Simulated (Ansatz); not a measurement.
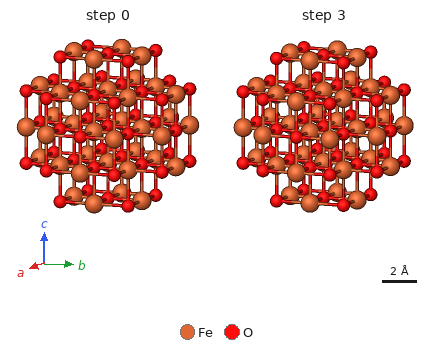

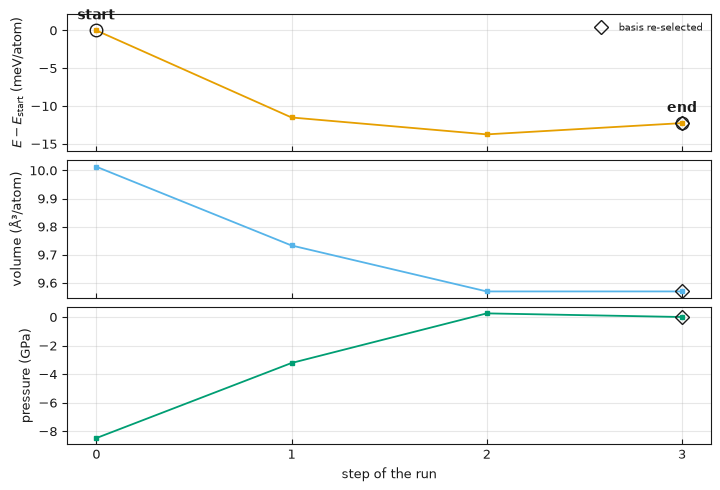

First and last geometry of a relaxation of solid FeO (set up in Fm-3m) (coarse preliminary run), with the history of the run. Style: ball-and-stick. Shown: the conventional cell (4 times the calculation's cell), slightly off an axis. Lengths and directions refer to the drawn axes.

Level of theory: DFT PBEsol, scalar-relativistic, plane waves, PAW (Ansatz 0.2.0). (plane-wave cutoff 420 eV; k-point mesh 8 × 8 × 8; occupations gaussian; smearing width 0.1 eV; collinear spin; cell and atoms relaxed; force threshold 0.05 eV/Å; at most 80 steps)

Q: Did the run converge, and what did it change?

A: It converged. Over 2 accepted moves (3 points after the start) the energy falls by 12.2 meV per atom. All forces vanish by symmetry, so only the cell relaxes. The pressure goes from −8.47 to 0.01 GPa. The SCF was repeated once at an unchanged geometry on a basis and grid sized afresh for the cell, which shifted the energy by 1.5 meV per atom at most. The atoms keep their places relative to the cell (all moves are under 0.005 Å). The volume changes by −4.4 %, with a = b = c 4.311 → 4.246 Å (−1.5 %). Some distances before and after: Fe–O 2.155 → 2.123 Å. The space group stays Fm-3m (No. 225).
